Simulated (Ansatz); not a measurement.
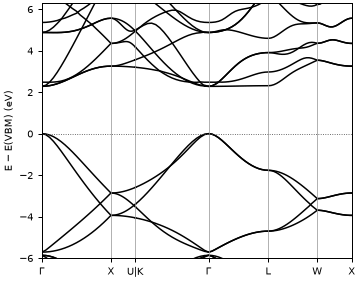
Band structure from PBE (plane waves, PAW; program Ansatz)

Task: Read off the gap and where the band edges lie.

Result: About 2.3 eV (2.28 eV by a search for the band edges); maximum at Γ, minimum at Γ.

Task: Which of these materials gives this?
A. ZnSe, zinc blende
B. TeO2, fluorite
C. Li2S, anti-fluorite
D. C, Fd-3m (C on 32e)

Result: D, C, Fd-3m (C on 32e)

The start of the workflow was typed in or built on a structure type. Its sites differ from those of the usual phase in this space group: another stacking or structure type. Symmetry was held in the PBE relaxation; its stability against distortions is not shown here.

Potentials: the later of the program's two PAW sets.
